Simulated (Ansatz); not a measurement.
# Decaying states in the gap of MgIF

A new crystal, MgIF: structure, gap and complex bands. It is built by putting F for part of the I in the MgI2 structure of space group P-3m1, with the volume rescaled by atomic radii. The parent structure comes from the Materials Project.

Main program and level: Ansatz 0.2.0; PBEsol DFT, plane waves, PAW files, in the first sound run; inputs show where later runs differ.

The structure was built from a prototype and need not be the compound's stable phase.

## (1) The starting structure

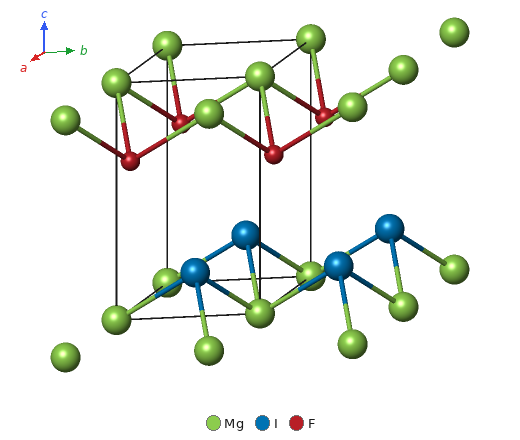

The cell as given, slightly off an axis (magnesium green, iodine blue, fluorine red). 2×2×1 cells are drawn. Bonds to atoms that aren't drawn are left out. Some periodic images of atoms are drawn too.

## (2) Relaxing the new crystal

The substituted atoms don't fit the parent's cell, so cell and atoms relax together. A small smearing keeps the run stable in case the gap closes on the way.

Input file input.yaml:

```yaml
crystal:
  lattice:
    - [3.7514796275, 0.0, 0.0]
    - [-1.8757398137, 3.2488766592, 0.0]
    - [0.0, 0.0, 6.3534304417]
  atoms:
    - { symbol: Mg, position: [0.0, 0.0, 0.0] }
    - { symbol: I, position: [0.3333333333, 0.6666666667, 0.23407685] }
    - { symbol: F, position: [0.6666666667, 0.3333333333, 0.76592315] }
kpoints:
  mp_grid: { grid: [6, 6, 4] }
scf:
  occupations: { method: gaussian, width: 0.03 }
hamiltonian:
  xc: pbesol
output:
  forces: true
  stress: true
relax:
  f_tol: 0.02
  max_steps: 60
  cell: {}
```

Command:

```sh
ansatz run input.yaml --threads 2 --pin off --max-ram 4096MiB --backend cpu --events-out ev --progress --plain --runs-dir out
```

Numbers of over 12 decimals in the logs are rounded to 6 here.

What it wrote:

```text
Engine: ansatz 0.2.0, x86_64-unknown-linux-gnu
Pseudopotentials: kind: paw
Pseudopotential: Mg, paw, valence charge 10, recommended cutoff 420 eV (normal), Mg.paw.azcp
Pseudopotential: I, paw, valence charge 17, recommended cutoff 420 eV (normal), I.paw.azcp
Pseudopotential: F, paw, valence charge 7, recommended cutoff 420 eV (normal), F.paw.azcp
Functional definition: PBEsol
  exchange = pbesol_x
  correlation = pbesol_c
Crystal: 3 atoms, lattice volume = 77.436 Å³
Basis set: ecut = 420 eV, 1533 PW (Γ), exchange–correlation on 54×54×90 points (8 copies of the dense FFT grid, shifted against one another)
Bands: 21, of which v1, the nominal top of the filled ones, is band 17 counted from 1 (16 counted from 0)
Symmetry: 6 space group operations
Space group: P3m1 (ITA 156), of the structure as read, at distance tolerance 4.3e-5 Å
k-points: 24 of 144 (time reversal used)
Non-local potential: Mg, projectors of the file, l = 0: 3, l = 1: 2, l = 2: 1
Non-local potential: I, projectors of the file, l = 0: 2, l = 1: 2, l = 2: 2, l = 3: 2
Non-local potential: F, projectors of the file, l = 0: 2, l = 1: 2, l = 2: 1
PAW form: soft (Blöchl's): semilocal exchange-correlation on the pseudo side does not see the compensation charge
PAW frozen core: Mg, regenerated for the run's functional, and the local potential with it (the file was generated under x = pbe(κ = 0.804, μ = 0.219515), c = pbe(β = 0.066725))
PAW frozen core: I, regenerated for the run's functional, and the local potential with it (the file was generated under x = pbe(κ = 0.804, μ = 0.219515), c = pbe(β = 0.066725))
PAW frozen core: F, regenerated for the run's functional, and the local potential with it (the file was generated under x = pbe(κ = 0.804, μ = 0.219515), c = pbe(β = 0.066725))
PAW one-centre angular grid: Mg, 110 points (default); XC on 64 Gauss nodes
PAW one-centre angular grid: I, 590 points (default); XC on 64 Gauss nodes
PAW one-centre angular grid: F, 110 points (default); XC on 64 Gauss nodes
Initial density: superposition of atomic densities (neutral atoms: chi_scale 0, normalization atom), corrected by the library's trained network
Initial wavefunctions: pseudopotential atomic-orbital guess
Functional: x = pbesol(κ = 0.804, μ = 0.123457), c = pbesol(β = 0.046)
SCF iter   1: F=—  HF=-10146.641357 eV  |F-HF|=—  |Δ(HF+E_count)|=         —  Δρ=4.57e-3  dr2=1.12e-2  ethr=1.77e-3  ⟨swp⟩=6.9  Hψ=2693  notcnv=0
preconditioner: auto → Resta (q_TF=auto, 2.379 Å⁻¹)  ε∞=3.5  [insulator: Δε(μ)=3.455 eV  Ē_g=9.931 eV  σ=0.030 eV  W_gap=1.00  n_scr=22 (ndim 8)  ℏωp=15.8 eV  f_vac=0.224  D(μ)=0.00/eV (n_scr^D=0)  ε∞_Penn≈3.5]
SCF iter   2: F=—  HF=-10146.638444 eV  |F-HF|=—  |Δ(HF+E_count)|=   2.91e-3  Δρ=1.56e-3  dr2=3.62e-3  ethr=3.30e-5  ⟨swp⟩=2.0  Hψ=984  notcnv=0
SCF iter   3: F=—  HF=-10146.637877 eV  |F-HF|=—  |Δ(HF+E_count)|=   5.68e-4  Δρ=1.10e-3  dr2=1.22e-3  ethr=1.07e-5  ⟨swp⟩=2.0  Hψ=684  notcnv=0
SCF iter   4: F=—  HF=-10146.637708 eV  |F-HF|=—  |Δ(HF+E_count)|=   1.69e-4  Δρ=2.76e-4  dr2=1.03e-4  ethr=3.60e-6  ⟨swp⟩=2.0  Hψ=781  notcnv=0
SCF iter   5: F=—  HF=-10146.637697 eV  |F-HF|=—  |Δ(HF+E_count)|=   1.11e-5  Δρ=1.44e-4  dr2=2.20e-5  ethr=3.02e-7  ⟨swp⟩=2.0  Hψ=888  notcnv=0
SCF iter   6: F=—  HF=-10146.637704 eV  |F-HF|=—  |Δ(HF+E_count)|=   7.82e-6  Δρ=3.51e-5  dr2=1.34e-6  ethr=6.48e-8  ⟨swp⟩=2.0  Hψ=696  notcnv=0
SCF iter   7: F=-10146.637706 eV  HF=-10146.637706 eV  |F-HF|=1.65e-7  |Δ(HF+E_count)|=   1.83e-6  Δρ=9.04e-6  dr2=9.36e-8  ethr=2.94e-10  ⟨swp⟩=3.1  Hψ=2074  notcnv=0
SCF 1 converged in 7 iterations: F = -10146.637706 eV  dr2 = 9.36e-8
  greatest PAW one-centre occupation: 1.000 electrons in one spin orbital (limit 2), on the Mg atom at site 0 (counted from 0), in its partial waves of l = 0
relax step   1: F+E_penalty+E_count = -10146.63770640 eV  Δ(F+E_penalty+E_count) = +0.000e0 eV  max|allowed force component| = 3.355e0 eV/Å  Δτ_max = 0.0000 Å  P = +0.839 GPa  Ω = 77.436 Å³  (7 SCF iters, dr2 threshold 1.00e-7 eV, accepted)
Crystal: 3 atoms, lattice volume = 77.225 Å³
Basis set: ecut = 420 eV, 1521 PW (Γ), exchange–correlation on 54×54×90 points (8 copies of the dense FFT grid, shifted against one another)
Initial density: handed on by an earlier stage of this run
Initial wavefunctions: those handed on with the density
iter 1 solved again at ethr=1.17e-3 eV; its pass at ethr=3.10e-3 eV (dr2=3.97e-1 eV) is discarded
SCF iter   1: F=—  HF=-10147.515245 eV  |F-HF|=—  |Δ(HF+E_count)|=         —  Δρ=2.71e-2  dr2=3.94e-1  ethr=1.17e-3  ⟨swp⟩=1.0  Hψ=3214  notcnv=0
preconditioner: auto → Resta (q_TF=auto, 2.380 Å⁻¹)  ε∞=3.5  [insulator: Δε(μ)=2.372 eV  Ē_g=10.068 eV  σ=0.030 eV  W_gap=1.00  n_scr=22 (ndim 8)  ℏωp=15.8 eV  f_vac=0.195  D(μ)=0.00/eV (n_scr^D=0)  ε∞_Penn≈3.5]
SCF iter   2: F=—  HF=-10147.418217 eV  |F-HF|=—  |Δ(HF+E_count)|=   9.70e-2  Δρ=1.33e-2  dr2=7.94e-2  ethr=1.16e-3  ⟨swp⟩=2.0  Hψ=711  notcnv=0
SCF iter   3: F=—  HF=-10147.406039 eV  |F-HF|=—  |Δ(HF+E_count)|=   1.22e-2  Δρ=6.25e-3  dr2=2.20e-2  ethr=2.33e-4  ⟨swp⟩=2.5  Hψ=1070  notcnv=0
SCF iter   4: F=—  HF=-10147.402742 eV  |F-HF|=—  |Δ(HF+E_count)|=   3.30e-3  Δρ=1.56e-3  dr2=2.06e-3  ethr=6.47e-5  ⟨swp⟩=2.0  Hψ=793  notcnv=0
SCF iter   5: F=—  HF=-10147.403426 eV  |F-HF|=—  |Δ(HF+E_count)|=   6.84e-4  Δρ=4.01e-4  dr2=3.01e-4  ethr=6.06e-6  ⟨swp⟩=2.0  Hψ=731  notcnv=0
SCF iter   6: F=—  HF=-10147.403619 eV  |F-HF|=—  |Δ(HF+E_count)|=   1.93e-4  Δρ=1.24e-4  dr2=2.74e-5  ethr=8.86e-7  ⟨swp⟩=2.0  Hψ=713  notcnv=0
SCF iter   7: F=—  HF=-10147.403678 eV  |F-HF|=—  |Δ(HF+E_count)|=   5.94e-5  Δρ=2.55e-5  dr2=4.63e-7  ethr=8.06e-8  ⟨swp⟩=2.0  Hψ=782  notcnv=0
SCF iter   8: F=-10147.403680 eV  HF=-10147.403679 eV  |F-HF|=7.13e-8  |Δ(HF+E_count)|=   1.54e-6  Δρ=5.98e-6  dr2=3.71e-8  ethr=8.82e-10  ⟨swp⟩=5.0  Hψ=1808  notcnv=0
SCF 2 converged in 8 iterations: F = -10147.403680 eV  dr2 = 3.71e-8
relax step   2: F+E_penalty+E_count = -10147.40367954 eV  Δ(F+E_penalty+E_count) = -7.660e-1 eV  max|allowed force component| = 1.524e0 eV/Å  Δτ_max = 0.1949 Å  P = -2.148 GPa  Ω = 77.225 Å³  energy of the carried Pulay correction = +2.487e-4 eV  (8 SCF iters, dr2 threshold 3.00e-7 eV, accepted)
Crystal: 3 atoms, lattice volume = 74.715 Å³
Basis set: ecut = 420 eV, 1449 PW (Γ), exchange–correlation on 54×54×90 points (8 copies of the dense FFT grid, shifted against one another)
iter 1 solved again at ethr=1.23e-3 eV; its pass at ethr=3.10e-3 eV (dr2=4.18e-1 eV) is discarded
SCF iter   1: F=—  HF=-10147.872452 eV  |F-HF|=—  |Δ(HF+E_count)|=         —  Δρ=2.95e-2  dr2=4.20e-1  ethr=1.23e-3  ⟨swp⟩=1.0  Hψ=3205  notcnv=0
[...]
SCF iter   8: F=-10147.747097 eV  HF=-10147.747097 eV  |F-HF|=3.73e-8  |Δ(HF+E_count)|=   9.28e-7  Δρ=5.98e-6  dr2=2.61e-8  ethr=8.82e-10  ⟨swp⟩=5.0  Hψ=1740  notcnv=0
SCF 3 converged in 8 iterations: F = -10147.747097 eV  dr2 = 2.61e-8
relax step   3: F+E_penalty+E_count = -10147.74709687 eV  Δ(F+E_penalty+E_count) = -3.434e-1 eV  max|allowed force component| = 3.295e-1 eV/Å  Δτ_max = 0.1949 Å  P = -0.921 GPa  Ω = 74.715 Å³  energy of the carried Pulay correction = +3.251e-3 eV  (8 SCF iters, dr2 threshold 3.00e-7 eV, accepted)
[... from here on, the SCF cycles and remarks between the steps are left out ...]
relax step   4: F+E_penalty+E_count = -10147.76615207 eV  Δ(F+E_penalty+E_count) = -1.906e-2 eV  max|allowed force component| = 7.869e-2 eV/Å  Δτ_max = 0.0534 Å  P = +0.251 GPa  Ω = 72.433 Å³  energy of the carried Pulay correction = +6.069e-3 eV  (7 SCF iters, dr2 threshold 3.00e-7 eV, accepted)
relax step   5: F+E_penalty+E_count = -10147.76983998 eV  Δ(F+E_penalty+E_count) = -3.688e-3 eV  max|allowed force component| = 4.293e-2 eV/Å  Δτ_max = 0.0156 Å  P = -0.003 GPa  Ω = 72.418 Å³  energy of the carried Pulay correction = +6.088e-3 eV  (6 SCF iters, dr2 threshold 3.00e-7 eV, accepted)
relax step   6: F+E_penalty+E_count = -10147.77460123 eV  Δ(F+E_penalty+E_count) = -4.761e-3 eV  max|allowed force component| = 1.050e-1 eV/Å  Δτ_max = 0.0242 Å  P = -0.058 GPa  Ω = 71.359 Å³  energy of the carried Pulay correction = +7.425e-3 eV  (6 SCF iters, dr2 threshold 2.55e-7 eV, accepted)
relax step   7: F+E_penalty+E_count = -10147.78971861 eV  Δ(F+E_penalty+E_count) = -1.512e-2 eV  max|allowed force component| = 1.902e-1 eV/Å  Δτ_max = 0.0747 Å  P = +0.024 GPa  Ω = 67.943 Å³  energy of the carried Pulay correction = +1.187e-2 eV  (7 SCF iters, dr2 threshold 3.00e-7 eV, accepted)
relax step   8: F+E_penalty+E_count = -10147.80503163 eV  Δ(F+E_penalty+E_count) = -1.531e-2 eV  max|allowed force component| = 1.835e-1 eV/Å  Δτ_max = 0.0961 Å  P = +0.026 GPa  Ω = 64.456 Å³  energy of the carried Pulay correction = +1.663e-2 eV  (7 SCF iters, dr2 threshold 3.00e-7 eV, accepted)
relax step   9: F+E_penalty+E_count = -10147.80939699 eV  Δ(F+E_penalty+E_count) = -4.365e-3 eV  max|allowed force component| = 4.360e-2 eV/Å  Δτ_max = 0.0576 Å  P = -0.588 GPa  Ω = 64.168 Å³  energy of the carried Pulay correction = +1.704e-2 eV  (6 SCF iters, dr2 threshold 3.00e-7 eV, accepted)
relax step  10: F+E_penalty+E_count = -10147.81256937 eV  Δ(F+E_penalty+E_count) = -3.172e-3 eV  max|allowed force component| = 8.228e-2 eV/Å  Δτ_max = 0.0583 Å  P = +0.456 GPa  Ω = 61.193 Å³  energy of the carried Pulay correction = +2.131e-2 eV  (6 SCF iters, dr2 threshold 3.00e-7 eV, rejected (line search))
relax step  11: F+E_penalty+E_count = -10147.81334837 eV  Δ(F+E_penalty+E_count) = -3.951e-3 eV  max|allowed force component| = 1.079e-2 eV/Å  Δτ_max = 0.0204 Å  P = -0.063 GPa  Ω = 62.952 Å³  energy of the carried Pulay correction = +1.876e-2 eV  (9 SCF iters, accepted)
relax step  12: F+E_penalty+E_count = -10147.81364712 eV  Δ(F+E_penalty+E_count) = -2.987e-4 eV  max|allowed force component| = 9.226e-4 eV/Å  Δτ_max = 0.0040 Å  P = +0.007 GPa  Ω = 62.781 Å³  energy of the carried Pulay correction = +1.901e-2 eV  (6 SCF iters, dr2 threshold 2.24e-8 eV, accepted)
relax step  13: F+E_penalty+E_count = -10147.80812784 eV  Δ(F+E_penalty+E_count) = +5.519e-3 eV  max|allowed force component| = 5.945e-4 eV/Å  Δτ_max = 0.0000 Å  P = -0.183 GPa  Ω = 62.781 Å³  stress off target by 2.23e-1 GPa  SCF on the basis re-selected at this cell (its energy is not comparable with the rows above)  (6 SCF iters)
relax step  14: F+E_penalty+E_count = -10147.80965784 eV  Δ(F+E_penalty+E_count) = -1.530e-3 eV  max|allowed force component| = 2.122e-3 eV/Å  Δτ_max = 0.0169 Å  P = +0.012 GPa  Ω = 62.091 Å³  energy of the carried Pulay correction = +1.028e-3 eV  (6 SCF iters, dr2 threshold 1.25e-7 eV, accepted)
iter 1 solved again at ethr=3.53e-7 eV; its pass at ethr=3.10e-3 eV (dr2=1.20e-4 eV) is discarded
SCF iter   1: F=—  HF=-10147.808601 eV  |F-HF|=—  |Δ(HF+E_count)|=         —  Δρ=8.67e-5  dr2=6.95e-7  ethr=3.53e-7  ⟨swp⟩=3.2  Hψ=3848  notcnv=0
preconditioner: auto → Resta (q_TF=auto, 2.468 Å⁻¹)  ε∞=3.6  [insulator: Δε(μ)=0.737 eV  Ē_g=10.843 eV  σ=0.030 eV  W_gap=1.00  n_scr=22 (ndim 8)  ℏωp=17.6 eV  f_vac=0.048  D(μ)=0.00/eV (n_scr^D=0)  ε∞_Penn≈3.6]
SCF iter   2: F=—  HF=-10147.808608 eV  |F-HF|=—  |Δ(HF+E_count)|=   6.29e-6  Δρ=3.82e-5  dr2=2.18e-7  ethr=2.05e-9  ⟨swp⟩=2.2  Hψ=769  notcnv=0
SCF iter   3: F=—  HF=-10147.808608 eV  |F-HF|=—  |Δ(HF+E_count)|=   1.32e-7  Δρ=1.81e-5  dr2=2.76e-8  ethr=6.40e-10  ⟨swp⟩=2.0  Hψ=583  notcnv=0
SCF iter   4: F=—  HF=-10147.808608 eV  |F-HF|=—  |Δ(HF+E_count)|=   4.11e-8  Δρ=8.13e-7  dr2=5.76e-10  ethr=8.13e-11  ⟨swp⟩=2.0  Hψ=660  notcnv=0
SCF iter   5: F=—  HF=-10147.808608 eV  |F-HF|=—  |Δ(HF+E_count)|=  2.31e-10  Δρ=2.38e-7  dr2=7.79e-11  ethr=1.70e-12  ⟨swp⟩=2.0  Hψ=685  notcnv=0
SCF iter   6: F=-10147.808608 eV  HF=-10147.808608 eV  |F-HF|=3.64e-12  |Δ(HF+E_count)|=  3.27e-11  Δρ=1.34e-7  dr2=6.66e-12  ethr=1.00e-12  ⟨swp⟩=6.1  Hψ=2274  notcnv=0
SCF 15 converged in 6 iterations: F = -10147.808608 eV  dr2 = 6.66e-12
relax step  15: F+E_penalty+E_count = -10147.80860782 eV  Δ(F+E_penalty+E_count) = +1.050e-3 eV  max|allowed force component| = 2.107e-3 eV/Å  Δτ_max = 0.0000 Å  P = -0.011 GPa  Ω = 62.091 Å³  stress off target by 4.14e-2 GPa  SCF on the basis re-selected at this cell (its energy is not comparable with the rows above)  (6 SCF iters)
basis re-selected at this cell: Δ(F+E_penalty+E_count) = +1.050e-3 eV, ΔP = -0.023 GPa vs the last step (what re-selecting the basis moved, of the pressure what is left beyond the Pulay correction that the steps carried, after the strain that the cell walked since its last selection, with what the two solves' SCF thresholds leave and, on support functions, any second-order correction that the steps lacked; it is no m [...]
SCF converged after 6 iterations
Free energy (F): -10147.808608 eV
Harris-Foulkes:  -10147.808608 eV  (|F-HF|=3.64e-12)
Internal energy: -10147.808608 eV  (E = F + TS)
E sigma→0 (E₀):  -10147.808608 eV
Fermi energy:    7.731977 eV
--- Per-component energies (eV) ---
  E_band       = -728.709105
  E_kinetic    = 472.860204
  E_local      = -3955.638554  (includes V_loc(G=0)·N_el)
  E_nonlocal   = 81.025759
  E_hartree    = 1726.506180
  E_xc         = -235.417052
  E_vxc        = -268.291849  (∫ρ·V_xc dr)
  E_paw        = -5212.425029  (= ΣΔE_a)
  E_vpaw       = -511.679046  (= ΣTr[D̂ρ^β])
  E_aug_tail   = 0.002067  (compensation charges beyond the density's cutoff)
  E_ewald      = -3025.235629
  E_core_change = 0.513447  (= ΣΔE_core)
  E_smearing   = -0.000000  (= −TS)
  E_closure    = 0.000000  (closes the sum)
  Σ components = -10147.808608   (vs F -10147.808608, Δ=0.00e0)
--- Forces (eV/Å), atoms counted from 1 ---
  atom   1  Mg     0.00000000     0.00000000    -0.00210628
  atom   2  I     -0.00000000     0.00000000     0.00159032
  atom   3  F     -0.00000000     0.00000000     0.00051686
  max |Σ_I F_I| component: 8.99e-7 eV/Å
--- Stress (GPa, compression-positive) ---
        0.004240      -0.000000       0.000000
       -0.000000       0.004240      -0.000000
        0.000000      -0.000000      -0.041431
  P = ⅓ Tr σ = -0.0110 GPa (-0.110 kbar)
--- Relaxed structure (13 steps of the walk, 12 accepted, 2 SCFs on fresh bases) ---
  F+E_penalty+E_count = -10147.80860782 eV   max|allowed force component| = 2.107e-3 eV/Å   (the final SCF, on the basis selected at the relaxed cell)
  cell:  # Å, volume = 62.0905 Å³
    - [3.694852, -2.843169927723825e-11, -2.6170043447923872e-17]
    - [-1.847426, 3.199836, -2.617004344827268e-17]
    - [-4.432105921245169e-17, -7.67663264005529e-17, 5.251707]
  atoms:
    - { symbol: Mg, position: [-1.0765965999398618e-17, -1.0765965999446452e-17, -0.085887] }
    - { symbol: I, position: [0.333333, 0.666667, 0.280616] }
    - { symbol: F, position: [0.666667, 0.333333, 0.805271] }
```

Run time: 17 s. Hardware: 2 threads of Intel Xeon Platinum 8488C (Sapphire Rapids), shared host; peak memory 0.45 GiB; 32 s of CPU time.

Relaxation path:

```csv
step,energy less that of the first step (eV),largest force component (eV/Å),pressure (GPa),volume (Å³)
1,0.0000,3.3552,0.84,77.44
2,-0.7660,1.5236,-2.15,77.22
3,-1.1094,0.3295,-0.92,74.72
4,-1.1284,0.0787,0.25,72.43
5,-1.1321,0.0429,0.00,72.42
6,-1.1369,0.1050,-0.06,71.36
7,-1.1520,0.1902,0.02,67.94
8,-1.1673,0.1835,0.03,64.46
9,-1.1717,0.0436,-0.59,64.17
10,-1.1749,0.0823,0.46,61.19
11,-1.1756,0.0108,-0.06,62.95
12,-1.1759,0.0009,0.01,62.78
13*,-1.1704,0.0006,-0.18,62.78
14,-1.1720,0.0021,0.01,62.09
15*,-1.1709,0.0021,-0.01,62.09
```

Relaxation steps marked * repeat the geometry before them on a plane-wave basis chosen anew for their cell, so energy and pressure can jump there. Relaxation step 10 was tried and not accepted.

The run keeps the 6 symmetry operations that it works with, so distortions that break them were not tested.

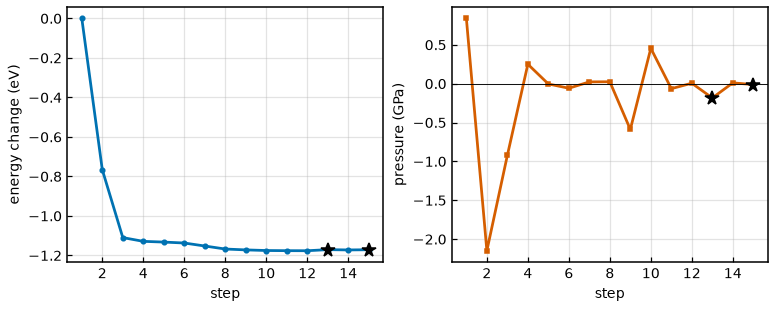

Energy and pressure along the relaxation. Stars mark steps on a basis chosen anew.

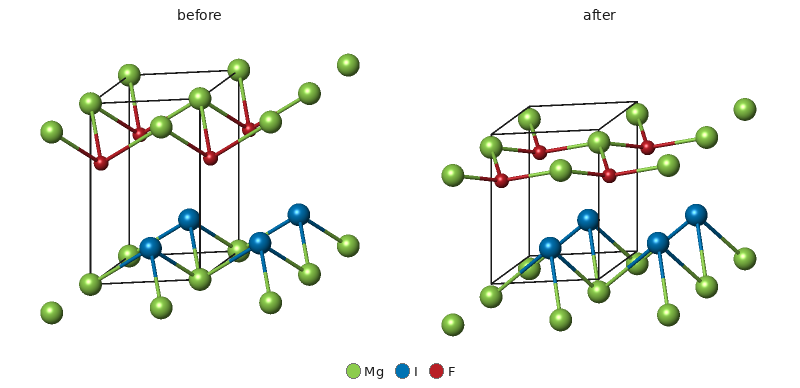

Before and after, at one scale. Bonds to atoms that aren't drawn are left out.

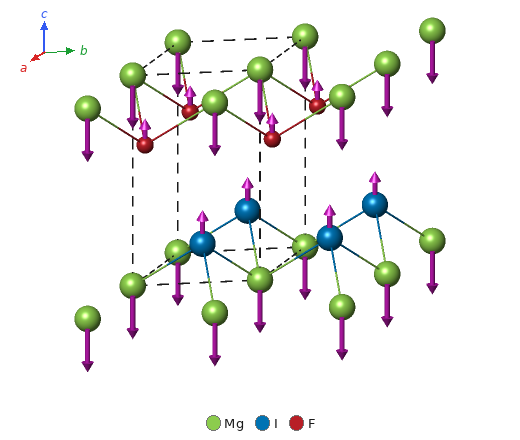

Displacements in the relaxation, exaggerated, measured against the changing cell; the longest in the cell stands for 0.45 Å. Bonds to atoms that aren't drawn are left out. 2×2×1 cells are drawn. Some periodic images of atoms are drawn too.

```csv
cell as run,before,after,change
a (Å),3.751,3.695,-1.5 %
b (Å),3.751,3.695,-1.5 %
c (Å),6.353,5.252,-17.3 %
volume (Å³/atom),25.81,20.70,-19.8 %
```

The atoms that moved most (Å, as changes of fractional coordinates times the final cell):

```csv
atom,dx,dy,dz,length
Mg1,0.000,0.000,-0.451,0.451
I2,0.000,0.000,0.244,0.244
F3,0.000,0.000,0.207,0.207
```

The relaxed structure:

```cif
data_structure
_symmetry_space_group_name_H-M 'P 1'
_symmetry_Int_Tables_number 1
_cell_length_a 3.6949
_cell_length_b 3.6949
_cell_length_c 5.2517
_cell_angle_alpha 90.000
_cell_angle_beta 90.000
_cell_angle_gamma 120.000
_cell_volume 62.09
loop_
_atom_site_label
_atom_site_type_symbol
_atom_site_fract_x
_atom_site_fract_y
_atom_site_fract_z
_atom_site_occupancy
Mg1 Mg 0.00000 0.00000 0.91411 1
I2 I 0.33333 0.66667 0.28062 1
F3 F 0.66667 0.33333 0.80527 1
```

This step gave:

```yaml
free_energy: -10147.8086 eV
fermi_energy: 7.732 eV
pressure: -0.01098 GPa
```

The largest force component on a free atom ends at 0.0021 eV/Å.

[end of part 1 of 3]

[Logs are printed without paths, hosts, clocks, repeated set-up lines and the standing remarks that a program may print on its own settings, such as how far it seeks lower states.]

[Hosts, paths, dates, database ids (printed as entryN), source tags and the programs' standing remarks are cut or masked in the printed files.]

[New means built here by substitution; the compound itself may be known and measured.]
